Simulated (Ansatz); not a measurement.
**Geometry relaxation, with input and output: CH₁₀N₂Si (part 1 of 2)**

System: CH₁₀N₂Si.
Method: RKS LDA/def2-SVP (Ansatz 0.2.0).

The input holds or restrains some coordinates. It belongs to a series of runs on one base structure; here: pulled along the bonds that form and break, towards end B.

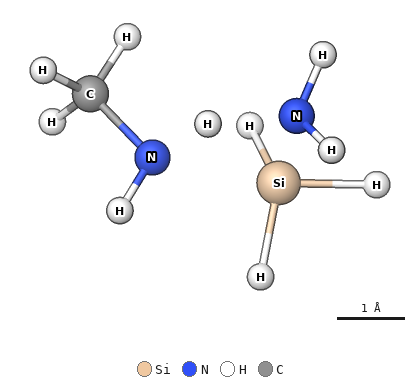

Fig. 1: The input geometry (ball-and-stick view, seen at a tilt).

Input:
```yaml
crystal:
  periodic: [false, false, false]
  atoms:
    - { symbol: Si, position_ang: [-0.844, 0.0285, -1.1863] }
    - { symbol: "N", position_ang: [-0.6966, -1.6424, 0.1119] }
    - { symbol: H, position_ang: [0.4157, 0.4076, -1.818] }
    - { symbol: H, position_ang: [-1.9868, 0.8549, -0.808] }
    - { symbol: H, position_ang: [-1.4427, -0.8163, -2.2678] }
    - { symbol: H, position_ang: [-0.1875, -0.6561, 0.8677] }
    - { symbol: "N", position_ang: [0.0456, 0.6448, 0.6443] }
    - { symbol: C, position_ang: [1.4354, 1.0255, 0.7512] }
    - { symbol: H, position_ang: [-1.5788, -2.0644, 0.3583] }
    - { symbol: H, position_ang: [-0.0659, -2.3548, -0.2219] }
    - { symbol: H, position_ang: [-0.5287, 1.2111, 1.2558] }
    - { symbol: H, position_ang: [1.5977, 2.0627, 0.4323] }
    - { symbol: H, position_ang: [1.8089, 0.9214, 1.7763] }
    - { symbol: H, position_ang: [2.0276, 0.3774, 0.1042] }
basis:
  gaussian: { orbitals: def2-SVP }
hamiltonian:
  xc: lda
relax:
  f_tol: 0.15
  max_steps: 25
  restrain:
    - { distance: [0, 6], at: 1.82, k: 30.0 }
    - { distance: [5, 1], at: 1.02, k: 30.0 }
    - { distance: [0, 1], at: 3.12, k: 30.0 }
    - { distance: [5, 6], at: 2.32, k: 30.0 }
output:
  orbitals: {}
```

Launched with:
```bash
ansatz run input.yaml --threads 2 --pin off --max-ram 3072MiB --backend cpu --events-out ev --progress --plain --runs-dir out
```

What the program printed:
```
The last accepted step is kept in [file] (removed where the run ends without a failure and the disk answers)
Engine: ansatz 0.2.0, x86_64-unknown-linux-gnu
Functional definition: SPW92
  exchange = slater_x
  correlation = pw_c
1278 factors; their error is unknown
mean field evaluation 1: about -11968.6984 eV, gradient 8.0e1 eV
mean field evaluation 2: about -11908.9989 eV, gradient 1.6e2 eV
mean field evaluation 4: about -11982.5159 eV, gradient 1.3e1 eV
mean field evaluation 8: about -11982.8900 eV, gradient 3.5e-1 eV
mean field evaluation 16: about -11982.8137 eV, gradient 6.8e-4 eV
mean field -11982.81372659 eV, -440.3602822095 hartree, gradient 4.0e-5 eV, S^2 0.000000; 0 other end points of the search recorded, 0 dependent functions left out
the calculation of the forces begins
reference -11982.81376348 eV, -440.3602835650 hartree; 22, 22 occupied and 88, 88 virtual orbitals, 1278 factors
relax step   1: F+E_penalty+E_count = -11982.81372659 eV  Δ(F+E_penalty+E_count) = +0.000e0 eV  max|allowed force component| = 2.530e0 eV/Å  E_restraint = 32.33612306 eV  max|allowed force component, restraints' pulls added| = 3.476e1 eV/Å  Δτ_max = 0.0000 Å  (29 SCF iters, accepted)
  distance Si 0 - N 6 = 2.1266 Å
  distance H 5 - N 1 = 1.3428 Å
  distance Si 0 - N 1 = 2.1211 Å
  distance H 5 - N 6 = 1.3404 Å
these checks for a lower state are left out or cut short: starts, cluster_reference, orbital_swaps, neighbouring_geometries, increment
1278 factors; their error is unknown
mean field -11982.02995324 eV, -440.3314790698 hartree, gradient 2.2e-5 eV, S^2 0.000000; 0 other end points of the search recorded, 0 dependent functions left out
[... from here on the field's lines of each further geometry are left out, up to the last ...]
relax step   2: F+E_penalty+E_count = -11982.02995324 eV  Δ(F+E_penalty+E_count) = +7.838e-1 eV  max|allowed force component| = 3.045e0 eV/Å  E_restraint = 14.72159702 eV  max|allowed force component, restraints' pulls added| = 2.335e1 eV/Å  Δτ_max = 0.1949 Å  (35 SCF iters, accepted)
relax step   3: F+E_penalty+E_count = -11981.73465376 eV  Δ(F+E_penalty+E_count) = +2.953e-1 eV  max|allowed force component| = 3.006e0 eV/Å  E_restraint = 4.48677327 eV  max|allowed force component, restraints' pulls added| = 9.690e0 eV/Å  Δτ_max = 0.1948 Å  (35 SCF iters, accepted)
relax step   4: F+E_penalty+E_count = -11981.90640800 eV  Δ(F+E_penalty+E_count) = -1.718e-1 eV  max|allowed force component| = 1.876e0 eV/Å  E_restraint = 0.44026166 eV  max|allowed force component, restraints' pulls added| = 4.979e0 eV/Å  Δτ_max = 0.1948 Å  (35 SCF iters, accepted)
relax step   5: F+E_penalty+E_count = -11982.73552352 eV  Δ(F+E_penalty+E_count) = -8.291e-1 eV  max|allowed force component| = 8.035e-1 eV/Å  E_restraint = 0.01738695 eV  max|allowed force component, restraints' pulls added| = 1.196e0 eV/Å  Δτ_max = 0.1908 Å  (36 SCF iters, accepted)
relax step   6: F+E_penalty+E_count = -11983.10902025 eV  Δ(F+E_penalty+E_count) = -3.735e-1 eV  max|allowed force component| = 7.696e-1 eV/Å  E_restraint = 0.02011218 eV  max|allowed force component, restraints' pulls added| = 6.384e-1 eV/Å  Δτ_max = 0.1950 Å  (30 SCF iters, accepted)
relax step   7: F+E_penalty+E_count = -11983.36354358 eV  Δ(F+E_penalty+E_count) = -2.545e-1 eV  max|allowed force component| = 6.709e-1 eV/Å  E_restraint = 0.03156683 eV  max|allowed force component, restraints' pulls added| = 4.709e-1 eV/Å  Δτ_max = 0.1999 Å  (28 SCF iters, accepted)
relax step   8: F+E_penalty+E_count = -11983.46512808 eV  Δ(F+E_penalty+E_count) = -1.016e-1 eV  max|allowed force component| = 8.437e-1 eV/Å  E_restraint = 0.03162291 eV  max|allowed force component, restraints' pulls added| = 2.163e-1 eV/Å  Δτ_max = 0.1997 Å  (27 SCF iters, accepted)
relax step   9: F+E_penalty+E_count = -11983.51210770 eV  Δ(F+E_penalty+E_count) = -4.698e-2 eV  max|allowed force component| = 9.306e-1 eV/Å  E_restraint = 0.03423390 eV  max|allowed force component, restraints' pulls added| = 2.823e-1 eV/Å  Δτ_max = 0.1903 Å  (27 SCF iters, accepted)
relax step  10: F+E_penalty+E_count = -11983.56341968 eV  Δ(F+E_penalty+E_count) = -5.131e-2 eV  max|allowed force component| = 9.318e-1 eV/Å  E_restraint = 0.03628212 eV  max|allowed force component, restraints' pulls added| = 4.232e-1 eV/Å  Δτ_max = 0.1996 Å  (27 SCF iters, accepted)
relax step  11: F+E_penalty+E_count = -11983.62816570 eV  Δ(F+E_penalty+E_count) = -6.475e-2 eV  max|allowed force component| = 8.868e-1 eV/Å  E_restraint = 0.03052100 eV  max|allowed force component, restraints' pulls added| = 2.858e-1 eV/Å  Δτ_max = 0.1990 Å  (28 SCF iters, accepted)
relax step  12: F+E_penalty+E_count = -11983.69297228 eV  Δ(F+E_penalty+E_count) = -6.481e-2 eV  max|allowed force component| = 8.821e-1 eV/Å  E_restraint = 0.02765186 eV  max|allowed force component, restraints' pulls added| = 2.072e-1 eV/Å  Δτ_max = 0.1905 Å  (29 SCF iters, accepted)
relax step  13: F+E_penalty+E_count = -11983.74284891 eV  Δ(F+E_penalty+E_count) = -4.988e-2 eV  max|allowed force component| = 8.519e-1 eV/Å  E_restraint = 0.02781563 eV  max|allowed force component, restraints' pulls added| = 1.864e-1 eV/Å  Δτ_max = 0.1997 Å  (27 SCF iters, accepted)
relax step  14: F+E_penalty+E_count = -11983.76615779 eV  Δ(F+E_penalty+E_count) = -2.331e-2 eV  max|allowed force component| = 8.573e-1 eV/Å  E_restraint = 0.02364645 eV  max|allowed force component, restraints' pulls added| = 2.703e-1 eV/Å  Δτ_max = 0.1932 Å  (27 SCF iters, accepted)
relax step  15: F+E_penalty+E_count = -11983.75274412 eV  Δ(F+E_penalty+E_count) = +1.341e-2 eV  max|allowed force component| = 1.432e0 eV/Å  E_restraint = 0.02226254 eV  max|allowed force component, restraints' pulls added| = 1.432e0 eV/Å  Δτ_max = 0.2000 Å  (28 SCF iters, rejected (line search))
the calculation of the forces begins
reference -11983.77496067 eV, -440.3956069103 hartree; 22, 22 occupied and 88, 88 virtual orbitals, 1278 factors
relax step  16: F+E_penalty+E_count = -11983.77492392 eV  Δ(F+E_penalty+E_count) = -8.766e-3 eV  max|allowed force component| = 8.545e-1 eV/Å  E_restraint = 0.02141183 eV  max|allowed force component, restraints' pulls added| = 9.698e-2 eV/Å  Δτ_max = 0.0959 Å  (30 SCF iters, accepted)
```

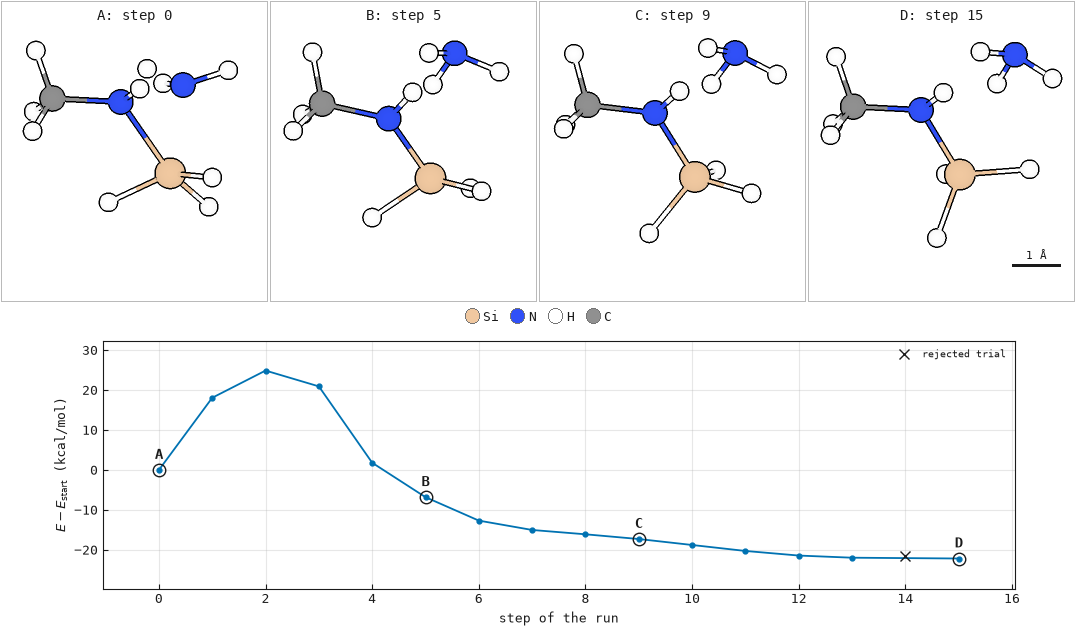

Fig. 2: Frames of the restrained relaxation (ball-and-stick view, seen at a tilt) above the curves, on which the letters mark them (the first geometry is step 0 here and step 1 in the log).

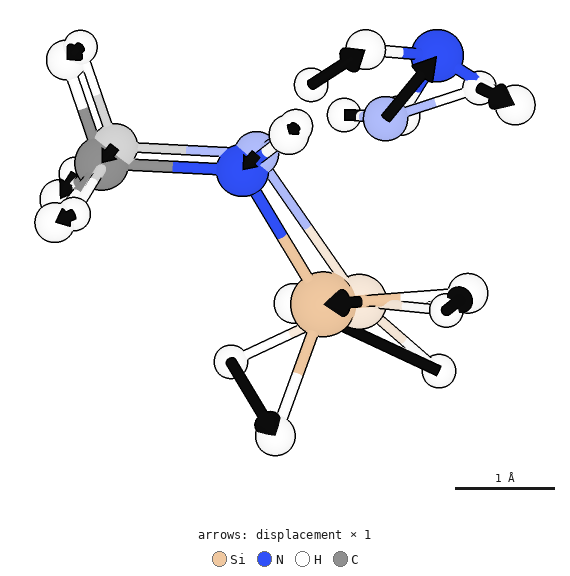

Fig. 3: Start (faint) and end (solid) with the displacements as black arrows, at true length (ball-and-stick view, seen at a tilt). The two geometries are laid on each other by the best rigid fit. H5 moves most after the best rigid fit: 1.64 Å. Largest moves by element: H 1.64 Å, N 0.85 Å, Si 0.45 Å, C 0.22 Å. Among the contacts that change: Si1–N7 2.127 → 1.784 Å, N2–H6 1.343 → 1.027 Å, Si1–H3 1.459 → 1.522 Å, Si1–H4 1.460 → 1.507 Å. New bonds form: N2–H6 (1.34 → 1.03 Å). Among the angles that change: H5–Si1–N7 162.3° → 110.4°, H3–Si1–N7 86.3° → 111.5°, H3–Si1–H4 129.8° → 108.0°. After 15 geometry steps the energy has fallen by 22.2 kcal/mol. The largest force component goes from 2.5 to 0.85 eV/Å. The line search rejected the trial step at point 14 (counted from 0) and went back. (Atoms are counted from 1 in the order of the input.)

```
  distance Si 0 - N 6 = 1.7840 Å
  distance H 5 - N 1 = 1.0271 Å
  distance Si 0 - N 1 = 3.1265 Å
  distance H 5 - N 6 = 2.3140 Å
1278 factors; their error is unknown
mean field -11983.77492392 eV, -440.3956055595 hartree, gradient 2.1e-5 eV, S^2 0.000000; 1 other end points of the search recorded, 0 dependent functions left out
the calculation of the forces begins
reference -11983.77496067 eV, -440.3956069103 hartree; 22, 22 occupied and 88, 88 virtual orbitals, 1278 factors
Total energy: -11983.77496067 eV, -440.3956069103 hartree
Atom 0 at    -0.528142     0.358352    -1.112374 Å, force     0.359408     0.393012     0.790866 eV/Å
Atom 1 at    -1.131652    -2.178193     0.612929 Å, force    -0.126176    -0.321500     0.024027 eV/Å
Atom 2 at    -0.280317     1.476207    -2.114748 Å, force    -0.018084    -0.076184     0.035103 eV/Å
Atom 3 at    -2.018173     0.208198    -0.942508 Å, force     0.085518     0.018156    -0.032413 eV/Å
Atom 4 at     0.119000    -0.883098    -1.675820 Å, force    -0.000351     0.087641     0.010094 eV/Å
Atom 5 at    -0.598141    -1.380230     0.978463 Å, force     0.148475     0.306657     0.034935 eV/Å
Atom 6 at     0.163027     0.748598     0.485293 Å, force    -0.478568    -0.395523    -0.854508 eV/Å
Atom 7 at     1.543632     1.119291     0.617128 Å, force     0.047186    -0.006515     0.075666 eV/Å
Atom 8 at    -2.035730    -1.810558     0.289721 Å, force     0.022261    -0.003617     0.004813 eV/Å
Atom 9 at    -0.628265    -2.498762    -0.224380 Å, force    -0.030478    -0.002690     0.015824 eV/Å
Atom 10 at    -0.472727     1.228429     1.132984 Å, force     0.023625    -0.008257    -0.022732 eV/Å
Atom 11 at     1.766116     2.195751     0.399394 Å, force     0.007405    -0.029380    -0.016611 eV/Å
Atom 12 at     1.937015     0.898711     1.638787 Å, force    -0.037611     0.028710    -0.068212 eV/Å
Atom 13 at     2.164257     0.517204    -0.084870 Å, force    -0.002609     0.009492     0.003146 eV/Å
Dipole moment:     0.092956     0.391352    -0.057091 e Å
```

Trajectory as extended XYZ (Å, eV, eV/Å), 16 frames, from step=1 to step=16:
```
14
Properties=species:S:1:pos:R:3:forces:R:3 step=1 energy=-11982.81373
Si   -0.8440    0.0285   -1.1863    0.4913  -2.0607   2.5297
N    -0.6966   -1.6424    0.1119    0.3709   2.4637  -0.4745
H     0.4157    0.4076   -1.8180    0.8144   0.4665  -0.5191
H    -1.9868    0.8549   -0.8080   -0.7093   0.7096   0.0314
H    -1.4427   -0.8163   -2.2678   -0.2818  -0.2896  -0.5203
H    -0.1875   -0.6561    0.8677   -0.1044   0.8767  -0.7183
N     0.0456    0.6448    0.6443    0.3774  -1.6217  -0.1330
C     1.4354    1.0255    0.7512   -1.1628  -0.0633  -0.0997
H    -1.5788   -2.0644    0.3583   -0.8773  -0.4299   0.1019
H    -0.0659   -2.3548   -0.2219    0.5296  -0.7375  -0.4162
H    -0.5287    1.2111    1.2558   -0.5825   0.5389   0.3263
H     1.5977    2.0627    0.4323    0.2647   0.5618  -0.2065
H     1.8089    0.9214    1.7763    0.3520  -0.0406   0.5359
H     2.0276    0.3774    0.1042    0.5177  -0.3740  -0.4375
14
Properties=species:S:1:pos:R:3:forces:R:3 step=2 energy=-11982.02995
Si   -0.8270    0.1803   -1.2253    0.6203  -2.2147   3.0453
N    -0.6623   -1.7441    0.2552    0.6706   3.0104  -0.1666
H     0.4394    0.4234   -1.8328    1.3757   0.7183  -1.0734
H    -2.0053    0.8773   -0.8061   -1.2625   1.1321   0.0066
H    -1.4395   -0.8075   -2.2639    0.1233   0.0916   0.2776
H    -0.2297   -0.8462    0.8762   -0.7038  -0.7537  -1.2075
N     0.0358    0.7621    0.5463   -0.4546  -1.7346  -0.2645
C     1.4330    1.0346    0.7456   -0.9089   0.2932  -0.6132
H    -1.5994   -2.0882    0.3647   -0.8711  -0.4162   0.3546
H    -0.0559   -2.3845   -0.2269    0.6461  -0.7251  -0.2299
H    -0.5341    1.2261    1.2567   -0.3853   0.2989  -0.0902
H     1.6073    2.0710    0.4307    0.7915   0.6455  -0.0838
H     1.8068    0.9199    1.7796   -0.0224  -0.1329   0.3153
H     2.0308    0.3757    0.1001    0.3810  -0.2129  -0.2703
14
Properties=species:S:1:pos:R:3:forces:R:3 step=3 energy=-11981.73465
Si   -0.8046    0.3200   -1.2442    0.5357  -2.0732   3.0056
N    -0.6347   -1.8442    0.3787   -0.1133   0.0633  -0.6087
H     0.4640    0.4367   -1.8535    1.6542   0.7641  -1.3379
H    -2.0282    0.8980   -0.8066   -1.5206   1.2698   0.0057
H    -1.4320   -0.8002   -2.2489    0.4302   0.5029   0.8014
H    -0.2669   -1.0359    0.8999   -0.1003   0.1797  -0.1653
N     0.0195    0.8763    0.4459   -0.9761  -0.9210  -0.3045
C     1.4234    1.0428    0.7331   -0.4789   0.3065  -0.7901
H    -1.6139   -2.0947    0.3697   -0.3861  -0.0036   0.2494
H    -0.0456   -2.3955   -0.2315    0.3844  -0.1800  -0.0433
H    -0.5397    1.2257    1.2502   -0.1751  -0.1765  -0.6876
H     1.6249    2.0804    0.4311    0.9906   0.5276   0.0462
H     1.7997    0.9164    1.7790   -0.4505  -0.1896  -0.0086
H     2.0340    0.3742    0.0972    0.2058  -0.0701  -0.1622
14
Properties=species:S:1:pos:R:3:forces:R:3 step=4 energy=-11981.90641
Si   -0.7775    0.4236   -1.2261    0.2040  -1.8511   1.8757
N    -0.6189   -1.9975    0.4978   -0.2708  -1.1340  -0.3072
H     0.5016    0.4626   -1.8931    1.0454   0.7601  -1.0582
H    -2.0676    0.9369   -0.8132   -1.0499   1.0903  -0.1810
H    -1.4101   -0.7750   -2.2086    0.5727   0.6336   1.0663
H    -0.2797   -1.1621    0.9447    0.1167   0.7206   0.0316
N    -0.0051    0.9738    0.3593   -0.3942  -0.9229   0.5128
C     1.4085    1.0542    0.7071   -0.1408   0.3608  -0.7184
H    -1.6267   -2.0995    0.3625    0.1254   0.1987  -0.0082
H    -0.0440   -2.4041   -0.2437   -0.0484   0.2016   0.0702
H    -0.5498    1.2112    1.2199   -0.2019  -0.1955  -0.9183
H     1.6625    2.0941    0.4348    0.8524   0.2742   0.0827
H     1.7712    0.9075    1.7674   -0.7938  -0.1616  -0.3098
H     2.0356    0.3741    0.0911   -0.0168   0.0252  -0.1382
14
Properties=species:S:1:pos:R:3:forces:R:3 step=5 energy=-11982.73552
Si   -0.7599    0.4092   -1.1727    0.2779  -0.0199   0.8035
N    -0.6086   -2.1510    0.5994   -0.4541  -0.7442  -0.7287
H     0.5101    0.5824   -1.9795   -0.1737   0.5508  -0.3437
H    -2.0978    1.0575   -0.8884    0.0429   0.4553  -0.4354
H    -1.3329   -0.7726   -2.0341    0.3245  -0.1348   0.8008
H    -0.2889   -1.2551    0.9689    0.0350   0.3954  -0.0763
N    -0.0116    0.9586    0.3538    0.0081  -0.6981   0.3848
C     1.4075    1.0806    0.6601   -0.3530  -0.0865   0.0167
H    -1.6180   -2.0941    0.3351    0.7321   0.0784   0.1800
H    -0.0638   -2.3995   -0.2555   -0.3394   0.2703   0.5577
H    -0.5919    1.2068    1.1812    0.0360  -0.1777  -0.6757
H     1.7449    2.1175    0.4351    0.2525   0.0471   0.0166
H     1.6790    0.8774    1.7364   -0.3208   0.0015  -0.4097
H     2.0319    0.3821    0.0603   -0.0680   0.0624  -0.0907
```
